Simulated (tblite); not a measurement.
**Run report: C4H21ClOSi6, geometry relaxation (part 2 of 3)**

C4H21ClOSi6; GFN2-xTB geometry optimisation, gas phase (tblite 0.8.0). The run did not end well. The run did not end well; see the last part.

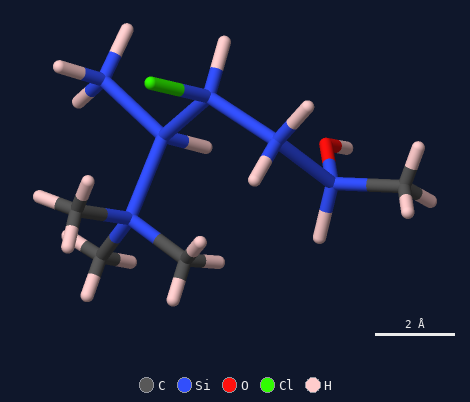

**Figure 1.** The geometry at step 147 of the log (stick view, seen at a tilt).

Log, continued:
```
456   -1042.04251    0.021
457   -1042.04264    0.021
458   -1042.04277    0.025
459   -1042.04288    0.026
460   -1042.04295    0.021
461   -1042.04302    0.015
462   -1042.04310    0.018
463   -1042.04319    0.014
464   -1042.04326    0.016
465   -1042.04333    0.016
466   -1042.04339    0.019
467   -1042.04345    0.019
468   -1042.04350    0.013
469   -1042.04354    0.010
470   -1042.04357    0.011
471   -1042.04360    0.014
472   -1042.04364    0.014
473   -1042.04366    0.009
474   -1042.04369    0.009
475   -1042.04372    0.012
476   -1042.04375    0.016
477   -1042.04380    0.017
478   -1042.04385    0.015
479   -1042.04389    0.012
480   -1042.04393    0.010
481   -1042.04396    0.015
482   -1042.04400    0.016
483   -1042.04404    0.018
484   -1042.04410    0.017
485   -1042.04414    0.012
486   -1042.04418    0.011
487   -1042.04421    0.014
488   -1042.04425    0.016
489   -1042.04428    0.012
490   -1042.04430    0.010
491   -1042.04433    0.011
492   -1042.04436    0.013
493   -1042.04439    0.015
494   -1042.04442    0.013
495   -1042.04446    0.011
496   -1042.04448    0.011
497   -1042.04451    0.013
498   -1042.04453    0.013
499   -1042.04456    0.014
500   -1042.04459    0.013
501   -1042.04464    0.018
502   -1042.04470    0.019
503   -1042.04475    0.013
504   -1042.04479    0.012
505   -1042.04482    0.014
506   -1042.04487    0.016
507   -1042.04491    0.013
508   -1042.04494    0.011
509   -1042.04498    0.012
510   -1042.04501    0.017
511   -1042.04505    0.016
512   -1042.04509    0.015
513   -1042.04513    0.011
514   -1042.04516    0.013
515   -1042.04519    0.016
516   -1042.04523    0.015
517   -1042.04527    0.013
518   -1042.04529    0.011
519   -1042.04532    0.012
520   -1042.04534    0.011
521   -1042.04537    0.013
522   -1042.04539    0.010
523   -1042.04541    0.010
524   -1042.04543    0.009
525   -1042.04545    0.011
526   -1042.04547    0.011
527   -1042.04550    0.015
528   -1042.04554    0.015
529   -1042.04557    0.015
530   -1042.04561    0.017
531   -1042.04564    0.014
532   -1042.04567    0.017
533   -1042.04572    0.024
534   -1042.04577    0.025
535   -1042.04582    0.021
536   -1042.04587    0.018
537   -1042.04591    0.017
538   -1042.04595    0.020
539   -1042.04599    0.020
540   -1042.04603    0.020
541   -1042.04606    0.017
542   -1042.04610    0.014
```

Trajectory as extended XYZ (Å, eV, eV/Å), 12 frames, from step=0 to step=542:
```
33
Properties=species:S:1:pos:R:3:forces:R:3 step=0 energy=-1041.44096
C     4.6853    0.1732   -1.4091    0.6280   0.3900  -0.7940
Si    3.2609    0.3631   -0.2382   -0.7350   0.0470   1.2190
O     3.7454    0.9747    1.2437    0.0100   0.4470  -0.9630
Si    2.2398   -1.6871    0.0345    0.5520  -0.2540   0.2070
Si    0.6193   -1.4645    1.6414    0.6050  -0.2470   0.3210
Cl   -0.4483   -3.2095    1.8079   -0.0320   0.0410   0.0870
Si   -0.7676    0.2828    1.1888   -0.1750   0.4720   0.1320
Si   -2.1537    0.4610    3.0038   -0.4410   0.1700   0.5420
Si   -2.0384   -0.0184   -0.7028    0.2500   0.3240   0.7490
C    -0.9255   -0.0163   -2.1871    0.6740   0.1650  -1.1520
C    -3.2314    1.4219   -0.8253   -0.4030   0.7000   0.1180
C    -2.9890   -1.6169   -0.5989   -0.4710  -0.7050  -0.2820
H     5.4268   -0.5161   -1.0151    0.0580   0.0500  -0.1210
H     4.3442   -0.1996   -2.3826    0.2010   0.1040   0.3350
H     5.1658    1.1472   -1.5771    0.0760  -0.3750  -0.0930
H     2.2791    1.3101   -0.7853    0.0800   0.2030  -0.0780
H     4.1136    1.8777    1.2391   -0.3000  -0.8520   0.1260
H     1.6488   -2.1318   -1.2552    0.2070  -0.0280   0.1920
H     3.2460   -2.7171    0.4477   -0.2610   0.1410  -0.3220
H     1.2545   -1.2537    2.9719   -0.1690  -0.2010  -0.1800
H     0.0107    1.5454    1.0307    0.0120  -0.2380   0.0690
H    -3.0593    1.6294    2.8251    0.1230  -0.3300   0.2510
H    -1.3649    0.6550    4.2561   -0.4140  -0.0800  -0.2940
H    -3.0056   -0.7682    3.1268    0.3010   0.5330   0.0740
H    -0.2772    0.8748   -2.2034   -0.2810  -0.4420  -0.0590
H    -1.5192   -0.0167   -3.1086    0.3030   0.0190   0.0990
H    -0.2814   -0.8983   -2.2088   -0.0850   0.2140  -0.0540
H    -3.9226    1.4415    0.0261    0.2080   0.0660  -0.2980
H    -2.6903    2.3780   -0.8456   -0.2720  -0.3290   0.0250
H    -3.8204    1.3554   -1.7326   -0.1550   0.1390  -0.0590
H    -3.5815   -1.6666    0.3109    0.0010  -0.0710  -0.0860
H    -2.3147   -2.4733   -0.6125   -0.1580   0.0580   0.0420
H    -3.6659   -1.7147   -1.4542    0.0640  -0.1310   0.2490
33
Properties=species:S:1:pos:R:3:forces:R:3 step=49 energy=-1041.95127
C     4.8331    0.2724   -1.5183   -0.0020   0.0000   0.0100
Si    3.2695    0.3247   -0.4329   -0.0020   0.0180  -0.0020
O     3.6187    0.8144    1.0903   -0.0050   0.0110  -0.0140
Si    2.3350   -1.7178    0.0673    0.0390   0.0070  -0.0060
Si    0.6866   -1.4784    1.6918   -0.0090   0.0120   0.0350
Cl   -0.4074   -3.2357    1.7958   -0.0050  -0.0110   0.0010
Si   -0.8892    0.2261    1.3729    0.0300   0.0220   0.0180
Si   -2.2999    0.5662    3.1991   -0.0230  -0.0060   0.0230
Si   -2.0407    0.0101   -0.6677   -0.0270   0.0060  -0.0120
C    -0.9051   -0.0105   -2.2092   -0.0020   0.0030   0.0060
C    -3.2844    1.4497   -0.8886   -0.0070   0.0020  -0.0020
C    -3.0239   -1.6267   -0.6496   -0.0100   0.0040  -0.0110
H     5.5876   -0.3832   -1.0912    0.0040  -0.0040  -0.0070
H     4.5973   -0.1045   -2.5087    0.0220   0.0060   0.0060
H     5.2872    1.2535   -1.6429   -0.0030  -0.0040  -0.0050
H     2.4003    1.3473   -1.0461   -0.0030  -0.0090  -0.0040
H     4.1081    1.6128    1.2708    0.0010   0.0070  -0.0040
H     1.7464   -2.2975   -1.1547   -0.0150  -0.0210  -0.0340
H     3.3756   -2.7086    0.4062    0.0030  -0.0180   0.0010
H     1.2875   -1.4371    3.0386   -0.0140  -0.0080  -0.0290
H    -0.0265    1.4350    1.2775   -0.0030  -0.0020  -0.0070
H    -3.1886    1.7250    3.0470    0.0050   0.0030  -0.0020
H    -1.5899    0.7731    4.4658    0.0010   0.0050  -0.0040
H    -3.1807   -0.5867    3.4070   -0.0030  -0.0020  -0.0010
H    -0.2706    0.8695   -2.2517   -0.0020   0.0050   0.0330
H    -1.4855   -0.0356   -3.1282    0.0090  -0.0100  -0.0010
H    -0.2540   -0.8799   -2.2092   -0.0030   0.0020   0.0190
H    -3.9902    1.4918   -0.0639    0.0040  -0.0180   0.0000
H    -2.7744    2.4080   -0.9245    0.0150  -0.0160  -0.0070
H    -3.8599    1.3519   -1.8055    0.0000   0.0060   0.0020
H    -3.6755   -1.6868    0.2175    0.0090   0.0100  -0.0010
H    -2.3550   -2.4817   -0.6117   -0.0070   0.0110   0.0100
H    -3.6482   -1.7387   -1.5313    0.0020  -0.0100  -0.0160
33
Properties=species:S:1:pos:R:3:forces:R:3 step=98 energy=-1041.96555
C     4.9093    0.2609   -1.5095    0.0000  -0.0110   0.0050
Si    3.2618    0.3126   -0.5534   -0.0050   0.0020  -0.0060
O     3.4766    0.8959    0.9626    0.0050   0.0020  -0.0130
Si    2.3325   -1.7217    0.0005    0.0180  -0.0010  -0.0050
Si    0.6856   -1.4799    1.6398   -0.0080   0.0000  -0.0020
Cl   -0.4083   -3.2472    1.6899    0.0020  -0.0010   0.0060
Si   -0.9224    0.2144    1.4284   -0.0070   0.0000  -0.0290
Si   -2.3163    0.5618    3.2678    0.0080  -0.0090  -0.0100
Si   -2.0753    0.0093   -0.6179    0.0080  -0.0070   0.0200
C    -0.8343   -0.0077   -2.0736   -0.0060   0.0010   0.0060
C    -3.3040    1.4492   -0.8920   -0.0030   0.0090  -0.0030
C    -3.0787   -1.6129   -0.6632    0.0010  -0.0080   0.0050
H     5.6372   -0.3737   -1.0108    0.0090  -0.0020   0.0090
H     4.7637   -0.1384   -2.5082   -0.0030  -0.0080   0.0030
H     5.3578    1.2466   -1.6202   -0.0100  -0.0050   0.0150
H     2.4258    1.2761   -1.2930   -0.0160   0.0040  -0.0030
H     3.9545    1.7032    1.1343   -0.0080   0.0070  -0.0040
H     1.7582   -2.3558   -1.2043   -0.0040   0.0150   0.0000
H     3.3839   -2.6943    0.3686   -0.0070   0.0050   0.0100
H     1.3009   -1.4971    2.9794    0.0020  -0.0020  -0.0030
H    -0.0755    1.4315    1.3172    0.0170   0.0180   0.0030
H    -3.1862    1.7338    3.1075   -0.0050   0.0010  -0.0050
H    -1.6023    0.7757    4.5305    0.0070  -0.0120   0.0050
H    -3.2113   -0.5788    3.4785   -0.0020  -0.0060   0.0110
H    -0.2177    0.8860   -2.0667    0.0000  -0.0050  -0.0100
H    -1.3326   -0.0566   -3.0381    0.0030   0.0060   0.0020
H    -0.1672   -0.8621   -2.0046   -0.0050   0.0020  -0.0060
H    -4.0359    1.4975   -0.0912   -0.0030  -0.0030   0.0100
H    -2.7902    2.4048   -0.9200    0.0150   0.0100  -0.0010
H    -3.8499    1.3440   -1.8255   -0.0050   0.0060  -0.0130
H    -3.8547   -1.6141    0.0967   -0.0030  -0.0020   0.0000
H    -2.4394   -2.4696   -0.4741    0.0030  -0.0080   0.0010
H    -3.5622   -1.7712   -1.6232    0.0030   0.0020   0.0000
33
Properties=species:S:1:pos:R:3:forces:R:3 step=147 energy=-1041.98123
C     5.0134    0.1892   -1.3224   -0.0070  -0.0110  -0.0040
Si    3.1877    0.2828   -0.7838    0.0270   0.0260   0.0150
O     3.0218    1.1435    0.6016   -0.0090   0.0020   0.0000
Si    2.3083   -1.7187   -0.0710   -0.0390  -0.0030   0.0020
Si    0.7063   -1.4441    1.6082   -0.0120   0.0170  -0.0600
Cl   -0.3847   -3.2177    1.6602   -0.0080  -0.0020   0.0160
Si   -0.9248    0.2352    1.4504    0.0430   0.0070   0.0130
Si   -2.2570    0.4140    3.3584    0.0260  -0.0170  -0.0270
Si   -2.0763    0.0451   -0.5901   -0.0180  -0.0110   0.0060
C    -0.8185   -0.0052   -2.0292    0.0030   0.0100  -0.0100
C    -3.2415    1.5324   -0.8830    0.0000   0.0060  -0.0030
C    -3.1156   -1.5540   -0.6414   -0.0190  -0.0280  -0.0080
H     5.6258   -0.2974   -0.5667   -0.0190   0.0230   0.0050
H     5.1119   -0.3906   -2.2353    0.0110   0.0210   0.0040
H     5.4461    1.1700   -1.5109   -0.0090  -0.0160   0.0000
H     2.4989    1.0216   -1.8565    0.0130   0.0030  -0.0170
H     3.3711    2.0257    0.7001    0.0010  -0.0130  -0.0100
H     1.7172   -2.4360   -1.2202    0.0020   0.0080   0.0150
H     3.4020   -2.6308    0.3170    0.0270  -0.0430   0.0230
H     1.3314   -1.4712    2.9416    0.0380  -0.0070   0.0120
H    -0.1125    1.4796    1.3607   -0.0190  -0.0260   0.0260
H    -3.1784    1.5546    3.3409   -0.0090   0.0330  -0.0070
H    -1.4690    0.5498    4.5866   -0.0010   0.0100   0.0270
H    -3.0963   -0.7728    3.5290   -0.0140  -0.0240   0.0040
H    -0.1466    0.8457   -1.9790    0.0180   0.0040  -0.0020
H    -1.3018    0.0192   -3.0019   -0.0130  -0.0140  -0.0070
H    -0.2091   -0.9031   -1.9863   -0.0070   0.0000  -0.0040
H    -4.0083    1.5909   -0.1159   -0.0010  -0.0030  -0.0100
H    -2.6864    2.4651   -0.8594   -0.0070   0.0090  -0.0100
H    -3.7423    1.4719   -1.8455   -0.0130   0.0140   0.0060
H    -4.0097   -1.4688   -0.0313    0.0030   0.0110   0.0270
H    -2.5454   -2.3975   -0.2649    0.0150  -0.0040   0.0080
H    -3.4348   -1.8063   -1.6481   -0.0040   0.0170  -0.0290
33
Properties=species:S:1:pos:R:3:forces:R:3 step=197 energy=-1042.01396
C     5.0787    0.2818   -0.9110    0.0050  -0.0100   0.0000
Si    3.1938    0.0792   -1.1001    0.0040   0.0450   0.0150
O     2.4068    1.1604   -0.1466   -0.0010   0.0000  -0.0150
Si    2.3206   -1.8563   -0.2157   -0.0190  -0.0050   0.0180
Si    0.8399   -1.4076    1.5389    0.0050   0.0240  -0.0260
Cl   -0.1734   -3.1877    1.9102   -0.0270  -0.0090  -0.0020
Si   -0.8441    0.2256    1.4717   -0.0190  -0.0260  -0.0130
Si   -2.2282    0.2059    3.3546   -0.0060   0.0010   0.0170
Si   -2.0530    0.1409   -0.5492    0.0160   0.0070   0.0050
C    -0.8624   -0.0041   -2.0395    0.0090  -0.0080   0.0100
C    -3.1526    1.6860   -0.8174    0.0020  -0.0080   0.0100
C    -3.1757   -1.4053   -0.5487    0.0040   0.0120   0.0010
H     5.3862    0.1722    0.1263   -0.0190   0.0030  -0.0070
H     5.6125   -0.4681   -1.4865   -0.0040   0.0110   0.0020
H     5.4235    1.2563   -1.2506    0.0030  -0.0070   0.0040
H     2.9098    0.4241   -2.5050   -0.0050  -0.0140   0.0010
H     2.6034    2.0937   -0.1729   -0.0050  -0.0100  -0.0010
H     1.6442   -2.6329   -1.2730   -0.0090   0.0000  -0.0050
H     3.4144   -2.7709    0.1786   -0.0030   0.0060  -0.0080
H     1.6278   -1.2731    2.7798    0.0200  -0.0070   0.0220
H    -0.0796    1.4963    1.5157   -0.0060   0.0200  -0.0160
H    -3.2060    1.3033    3.3698    0.0110  -0.0110  -0.0110
H    -1.5078    0.3072    4.6279    0.0030  -0.0020  -0.0010
H    -3.0121   -1.0299    3.4167    0.0010   0.0080   0.0030
H    -0.0867    0.7542   -1.9926   -0.0100   0.0090  -0.0150
H    -1.3778    0.1031   -2.9905    0.0220   0.0060   0.0110
H    -0.3652   -0.9695   -2.0419    0.0020  -0.0100  -0.0120
H    -3.8692    1.8047   -0.0101    0.0020  -0.0140   0.0170
H    -2.5528    2.5907   -0.8519    0.0110  -0.0140  -0.0060
H    -3.7168    1.6322   -1.7451    0.0170  -0.0080   0.0000
H    -3.9196   -1.3535    0.2403   -0.0070   0.0070   0.0140
H    -2.5891   -2.3041   -0.3823    0.0010  -0.0050   0.0040
H    -3.7065   -1.5326   -1.4877    0.0020   0.0070  -0.0150
33
Properties=species:S:1:pos:R:3:forces:R:3 step=246 energy=-1042.02249
C     4.9876    0.3390   -0.7846   -0.0040  -0.0030  -0.0060
Si    3.1468    0.0563   -1.1827    0.0040   0.0070   0.0100
O     2.2220    1.1699   -0.4081    0.0030  -0.0040   0.0000
Si    2.2673   -1.8645   -0.2716   -0.0040  -0.0130  -0.0070
Si    0.8619   -1.4219    1.5419   -0.0030   0.0000  -0.0050
Cl   -0.1851   -3.1831    1.9144   -0.0040  -0.0030   0.0000
Si   -0.8094    0.2208    1.4981    0.0150  -0.0090  -0.0050
Si   -2.1996    0.1818    3.3760   -0.0020   0.0000   0.0010
Si   -1.9918    0.1342   -0.5339    0.0030  -0.0070  -0.0010
C    -0.8164   -0.0368   -2.0323    0.0010   0.0050   0.0010
C    -3.0562    1.7043   -0.7790   -0.0020   0.0020  -0.0050
C    -3.1581   -1.3782   -0.5415   -0.0060   0.0000   0.0010
H     5.1671    0.2942    0.2869   -0.0050   0.0080  -0.0090
H     5.6084   -0.4208   -1.2483    0.0000   0.0030   0.0010
H     5.3440    1.3052   -1.1349    0.0000  -0.0010   0.0070
H     3.0177    0.2848   -2.6330    0.0020   0.0050   0.0000
H     2.4006    2.1049   -0.4704   -0.0050  -0.0020  -0.0010
H     1.5353   -2.6210   -1.3072    0.0050  -0.0020   0.0090
H     3.3649   -2.7968    0.0630    0.0030  -0.0020  -0.0020
H     1.6947   -1.3285    2.7584    0.0020   0.0020   0.0080
H    -0.0520    1.4973    1.5414   -0.0080  -0.0040   0.0040
H    -3.1893    1.2677    3.3789    0.0060  -0.0020   0.0010
H    -1.4864    0.2891    4.6528    0.0010   0.0050   0.0000
H    -2.9694   -1.0625    3.4334   -0.0010   0.0030   0.0020
H    -0.0145    0.6925   -1.9803    0.0050  -0.0010  -0.0050
H    -1.3324    0.1044   -2.9783    0.0040   0.0020   0.0030
H    -0.3567   -1.0204   -2.0530   -0.0020   0.0060  -0.0060
H    -3.7504    1.8386    0.0454   -0.0020   0.0000   0.0010
H    -2.4339    2.5925   -0.8282    0.0060   0.0030   0.0000
H    -3.6403    1.6629   -1.6943   -0.0070   0.0050  -0.0070
H    -3.9037   -1.3041    0.2448   -0.0020  -0.0070   0.0020
H    -2.6015   -2.2965   -0.3774   -0.0050   0.0060   0.0080
H    -3.6877   -1.4829   -1.4845    0.0010  -0.0010   0.0020
```
